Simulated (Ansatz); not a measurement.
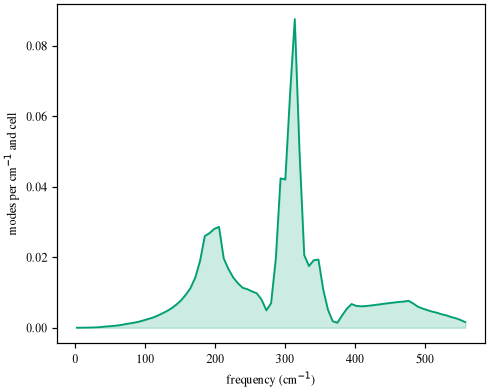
Fig. 1. Phonon density of states of CaO in the rock salt structure; finite displacements on a 8×8×8 mesh, DFT at the r2SCAN level (Ansatz, a first-principles code), k mesh 8×8×8

Problem. Where is the tallest peak, and is there a gap in the spectrum?

Solution. The tallest peak lies near 310 cm⁻¹. No clear gap shows at this resolution.
